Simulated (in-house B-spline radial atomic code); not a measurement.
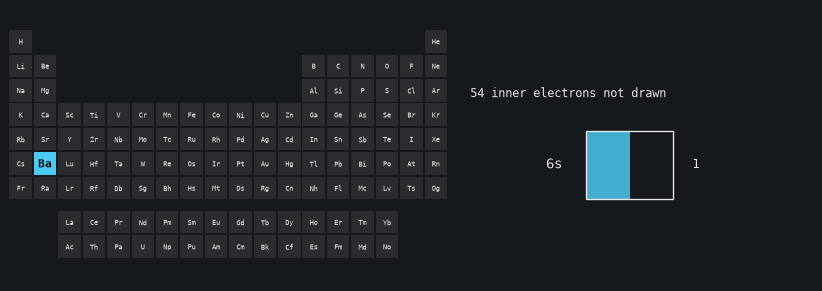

Fig. 1: Left, the place of barium in the periodic table; right, the outer shells as the input fills them: a box for each of the 2l + 1 orbitals, shaded by the share of the shell that is filled, with the electron count at the right.

Ba⁺: RPA and GW calculation

System: Ba⁺, configuration [Xe] 6s1.
Method: RPA, second-order and SOSEX correlation energies and G0W0 (contour deformation) on a scalar-relativistic (spin-free one-electron X2C) mean field, all electrons, B-spline basis (in-house B-spline radial atomic code).

Input file:
```
Z = 56
electrons = 55.0
configuration = [Xe] 6s1
hamiltonian = x2c
method = slater
lmax = 9
rms_radius = 4.8378
spin_polarised = True
box_radius = 23.78
intervals = 104
```

The run was one of a batch that the task file lists, launched with:
```bash
python <driver script> task.json out
```

The program writes its results to a structured record and prints no log; tables and figures of this report are taken from that record.

What the run reported:

| quantity | value |
| --- | --- |
| outcome | refused by the program |
| hardware | 1 thread of Arm Neoverse V1, 24 GiB of memory available, shared host |

What went wrong:

The program refused the input; the driver noted: an empty level lies below or at an occupied one.
